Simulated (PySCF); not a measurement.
# GeFCl: relaxation and vibrations of the singlet

Where does singlet GeFCl go from a linear start, is the end point a minimum, and what are its modes, charges and moments?

Computed with PySCF 2.14.0. Level: PBE0, basis Ge def2-TZVP, F def2-TZVP, Cl def2-TZVP, no relativity, density fitting.

## Step 1: The starting structure

3 atoms, charge 0, spin multiplicity 1.

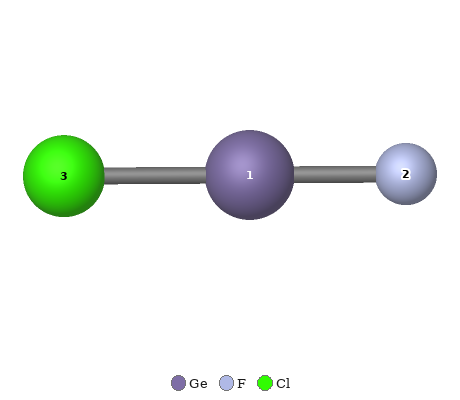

The starting geometry (germanium purple, fluorine light blue, chlorine green); atoms are numbered from 1 in the order of the file.

Z-matrix (Å, degrees; charge 0 multiplicity 1):
```
Ge
F  1 1.8500
Cl 1 2.2000 2 180.00
```

## Step 2: First SCF at the start

One driver script runs all steps and calls PySCF; scf.py shows how it sets up the SCF of each step. The optimiser is the driver's own. After this first run the driver tries any further starts and a stability analysis.

scf.py

```python
from pyscf import gto, scf, dft
mol = gto.M(atom='''
Ge     0.000000     0.000000     0.000000
F      0.000000     0.000000    -1.850000
Cl     0.000000     0.000000     2.200000''',
    basis={'Ge': 'def2-TZVP', 'F': 'def2-TZVP', 'Cl': 'def2-TZVP'},
    charge=0, spin=0)
mf = dft.RKS(mol, xc='PBE0')
mf.grids.atom_grid = (50, 194)
aux = {'Ge': 'def2-universal-JKFIT', 'F': 'def2-universal-JKFIT', 'Cl': 'def2-universal-JKFIT'}
mf = mf.density_fit(auxbasis=aux)
mf.conv_tol = 1e-08
mf.diis_space = 10
mf.max_cycle = 60
mf.init_guess = 'minao'
mf.verbose = 4
mf.kernel()
```

Run with:

```
$ OMP_NUM_THREADS=4 python axn.py task.json out
```

The runs that follow: Relaxing the singlet from the linear start; Is it a minimum? Harmonic modes; Following the imaginary mode; Is it a minimum? Harmonic modes.

**Question.** What will these runs give? Wanted: minimum; geometry; wavenumbers; dipole moment; highest occupied, lowest empty level; polar-tensor charge of Ge1; zero-point energy; atomisation energy.

**Answer**, as computed:

```
                                 quantity                                       value
                                  minimum                                 singlet, Cs
                                 geometry  Ge–Cl 2.180 Å, Ge–F 1.748 Å; Cl–Ge–F 98.5°
                       wavenumbers (cm⁻¹)                206 (a'), 404 (a'), 674 (a')
                            dipole moment                                      2.25 D
     highest occupied, lowest empty level                             -8.44, -2.85 eV
               polar-tensor charge of Ge1                                     +1.20 e
                        zero-point energy                                  7.7 kJ/mol
                      entropy at 298.15 K                             289.2 J/(mol K)
atomisation energy (no zero-point energy)                                  925 kJ/mol
```

In words: The linear start (C∞v) ends in a minimum of Cs symmetry, after a stop at a second-order saddle point 166.3 kJ/mol higher, from which it was pushed off along an imaginary mode. In the infrared the band at 674 cm⁻¹ (a', stretch) leads. Only this shape and spin were tried, so other structures or states may lie lower.
